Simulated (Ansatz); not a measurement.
## How methods differ on BH3O (SMILES BO)

The species is BH3O (5 atoms), meant as a singlet with charge 0. SMILES: `BO`. The shape is that of a PBE0-D4/def2-TZVP optimisation.

```xyz
5

B    -0.2266   -0.3528    0.0747
O     0.4135    0.8018    0.3459
H    -0.8203   -0.8655    0.9778
H    -0.1906   -0.8289   -1.0281
H     0.8740    1.1718   -0.4117
```

Each level gives the energy change with the O2–H5 bond stretched from 0.961 to 1.201 Å (eV). The values are calculated.

```json
{"level": "revPBE/STO-3G (restricted)", "kind": "GGA", "program": "Ansatz", "value (eV)": "0.36", "less FCI/STO-3G": "-0.11", "CPU time (all runs)": "1.4 s"}
{"level": "r2SCAN/STO-3G (restricted)", "kind": "meta-GGA", "program": "Ansatz", "value (eV)": "0.52", "less FCI/STO-3G": "+0.05", "CPU time (all runs)": "3.2 s"}
{"level": "B3LYP/STO-3G (restricted)", "kind": "global hybrid", "program": "Ansatz", "value (eV)": "0.51", "less FCI/STO-3G": "+0.04", "CPU time (all runs)": "1.4 s"}
{"level": "BHLYP/STO-3G (restricted)", "kind": "global hybrid", "program": "Ansatz", "value (eV)": "0.74", "less FCI/STO-3G": "+0.27", "CPU time (all runs)": "1.3 s"}
{"level": "wB97X/STO-3G (restricted)", "kind": "range-separated hybrid", "program": "Ansatz", "value (eV)": "0.62", "less FCI/STO-3G": "+0.15", "CPU time (all runs)": "6.2 s"}
{"level": "BCCD(T)/STO-3G (restricted)", "kind": "coupled cluster or CI", "program": "Ansatz", "value (eV)": "0.47", "less FCI/STO-3G": "0.00", "CPU time (all runs)": "0.24 s"}
{"level": "CCSDT/STO-3G (restricted)", "kind": "coupled cluster or CI", "program": "Ansatz", "value (eV)": "0.47", "less FCI/STO-3G": "0.00", "CPU time (all runs)": "0.33 s"}
{"level": "CCSDTQ/STO-3G (restricted)", "kind": "coupled cluster or CI", "program": "Ansatz", "value (eV)": "0.47", "less FCI/STO-3G": "0.00", "CPU time (all runs)": "4 s"}
{"level": "FCI/STO-3G", "kind": "exact in the basis", "program": "Ansatz", "value (eV)": "0.47", "less FCI/STO-3G": "0.00", "CPU time (all runs)": "2 s"}
```

FCI/STO-3G is exact within its basis and frozen core, so for wave-function methods in that basis the difference is their error; functionals converge differently with the basis, so for them it is only a difference. The first shape isn't each level's own minimum. The values span 0.36 to 0.74 eV. All rows use very small basis sets, so even the best lies far from the true value. Times are those of the runs behind each value, whatever else they computed, on shared processors of several kinds: orders of magnitude only.

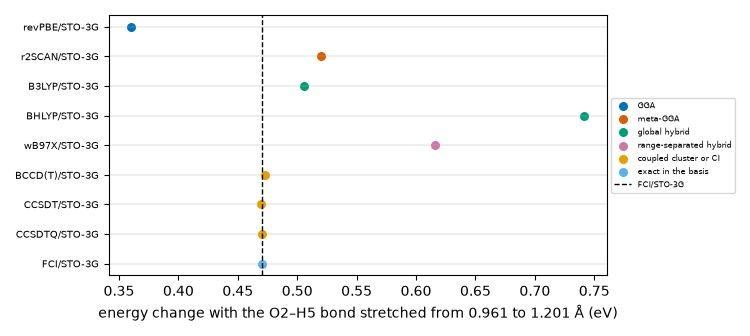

The values of the table, level by level.
